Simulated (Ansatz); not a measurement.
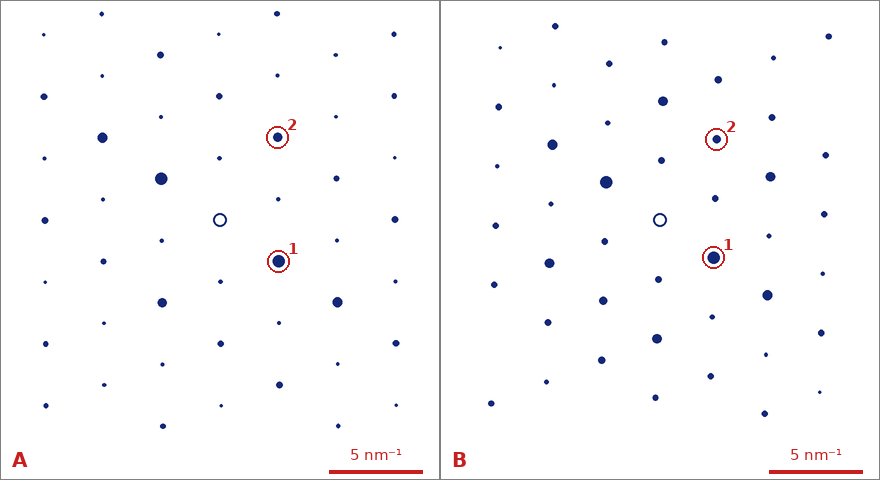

Kinematic electron diffraction patterns (300 kV, B = 0.5 Å², same scale) along [111] of the run's own cell, for the start and the end of one relaxation of YGeF with DFT, PAW plane waves, r2scan (Ansatz 0.2.0). k mesh 7×7×7. The start is a generated model structure, and the relaxation ends in the nearest stationary point of its symmetry, not necessarily the ground state. Spot 1 is -1 1 0 and spot 2 is -1 -1 2 in both.

Start structure:

```
Ge F Y
1.0
     0.00000    3.98624    0.00000
     3.98624    0.00000    0.00000
     1.99312    1.99312   -7.51075
Ge F Y
2 2 2
Direct
  0.13600 0.13600 0.72800
  0.86400 0.86400 0.27200
  0.50000 0.00000 0.00000
  0.00000 0.50000 0.00000
  0.33300 0.33300 0.33400
  0.66700 0.66700 0.66600
```

### Which pattern belongs to the start structure, and which to the relaxed one?

B is the start: its cell gives d(1) = 2.819 Å, d(2) = 1.872 Å and an angle of 90.0°. A is the relaxed structure, with d(1) = 2.582 Å (-8.4 %), d(2) = 1.836 Å (-1.9 %) and 90.0°.

### Name reflections whose intensity changes strongly on relaxation.

1 2 -3 goes from 8.4 to 0.16 % of the strongest spot; 0 2 -2 goes from 34 to 4.8 % of the strongest spot.

### Summarise the relaxation behind the change.

The volume changed by -12.5 % to 17.40 Å³ an atom; with the mean shift removed, the atoms moved by up to 1.22 Å relative to the cell (Ge most); the space group stayed I4/mmm (No. 139); the free energy fell by 1100 meV an atom. Relaxed cell: a = 3.652 Å, b = 3.652 Å, c = 8.244 Å, α = 77.20°, β = 77.20°, γ = 90.00°.
